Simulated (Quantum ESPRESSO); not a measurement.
# Gap and tunnelling decay at a withheld lattice constant: NaCaBr3, cubic perovskite type

How the rows were computed: Quantum ESPRESSO 7.5 (pw.x, pwcond.x with ikind = 0), PBE, GBRV ultrasoft, cubic crystals. κ is the slowest decay along [001] at mid-gap among three points across the current.

```tsv
a (Å)	gap on the mesh (eV)	κ (1/Å)
5.264	3.123	0.269
5.432	3.109	0.276
5.600	3.080	0.282
5.936	2.980	0.290
```

To predict: What are gap and κ at a = 5.768 Å?

By hand: A line through the rows at 5.600 and 5.936 Å gives a gap of 3.080 + 0.500 × (2.980 − 3.080) = 3.03 eV and κ = 0.286 1/Å. The two-band model κ = 0.5123 √(m* E_g/4) needs m* = 0.394 at 5.600 Å; with that mass and the new gap, κ = 0.280 1/Å.

What the calculation gave: The gap is 3.036 eV and κ = 0.286 1/Å. The line misses the gap by −0.006 eV and κ by +0.0 %; the two-band estimate misses κ by −2.2 %.

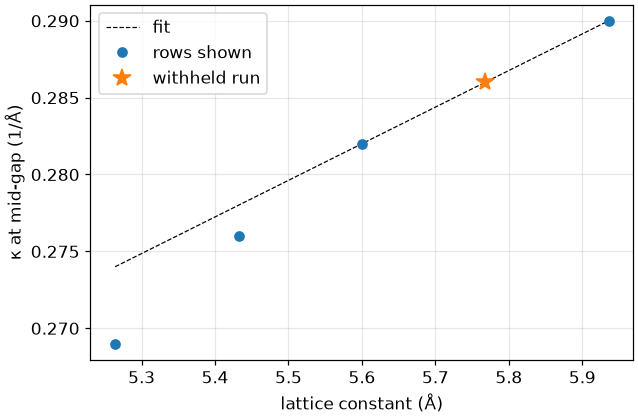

The rows shown, the fit and the withheld run.

**Limits.** The structure type is imposed. Local and semilocal gaps and decay constants are too small; no spin-orbit coupling. For an indirect gap m* is a fitting number alone.

[Logs are printed without paths, hosts, clocks, repeated set-up lines and the standing remarks that a program may print on its own settings, such as how far it seeks lower states.]
